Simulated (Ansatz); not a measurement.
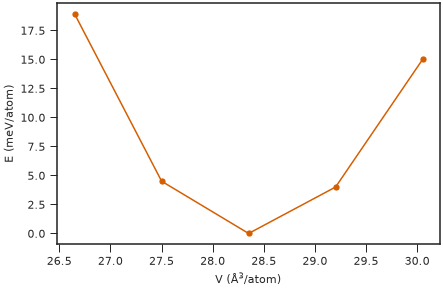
Figure. InGaSbAs in space group Pmm2 (No. 25; In on 1a, As on 1b, Ga on 1d, Sb on 1c) under volume change, PBEsol (plane waves, PAW; program Ansatz), shape and atoms relaxed at each volume.

### Question
What does a third-order Birch–Murnaghan fit give for V₀, B₀ and B′?

### Answer
V₀ = 28.35 Å³/atom, B₀ = 52.8 GPa, B′ = 4.7.

The start of the workflow was typed in or built on a structure type; neither database checked (COD, Materials Project) lists it. Its standing as an ambient phase is unchecked. The PBEsol relaxation kept the symmetry of its start; whether a distortion lowers the energy is not shown. Scalar-relativistic: spin–orbit coupling is off unless named, which matters more the heavier the elements.

Potentials: the later of the program's two PAW sets.
